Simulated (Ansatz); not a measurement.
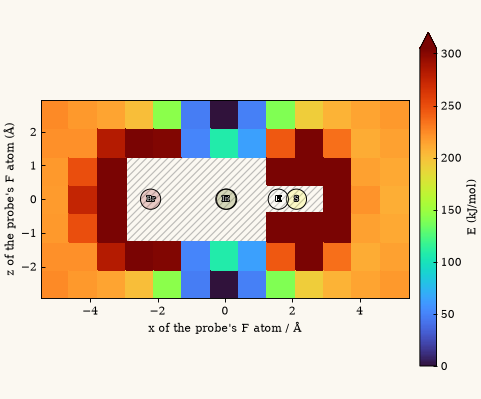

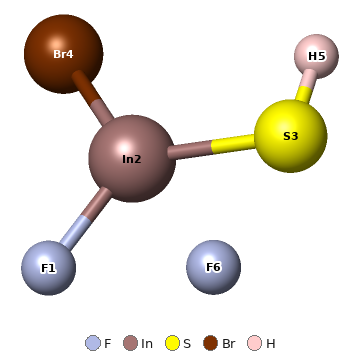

Energy landscape of BrFHInS (SMILES [F][In]([SH])[Br]) with the probe F-. The probe is moved over the plane through the molecule's long axis and the normal of its main plane. First axis: x of the probe's F atom. Second axis: z of the probe's F atom. Nothing is relaxed (molecule and probe rigid). The grid has 13 × 7 points; 40 points were computed and 34 follow by symmetry. At 17 points there is no value (left out of the scan, as a rule where atoms come close). Points are written as (first, second). All energies are given in kJ/mol relative to the lowest grid point. Energies and slopes of some neighbouring points disagree (a jump in structure or state, or too coarse a mesh). Level of theory: RHF/def2-SVPD (Ansatz).

The picture shows one coloured cell a grid point, labelled circles for the molecule's atoms, projected on the plane, one colour for all values above the top of the scale, hatched blanks where no value was computed. The second picture is the structure at the lowest point.

Question: Summarise what can be read from the map.

Answer: The lowest grid point is at (0.00 Å, −2.52 Å) [nearest 1 In at 2.52 Å]. It lies on the edge of the grid, but the force there points inwards, so the minimum lies inside the range. The highest grid point, (−3.36 Å, 0.00 Å) [nearest 1 Br at 1.52 Å], lies 887 kJ/mol above the lowest.

The whole map (40 points run) took 6.2 min on 1 thread of Intel(R) Xeon(R) 6975P-C (Granite Rapids) (shared host).
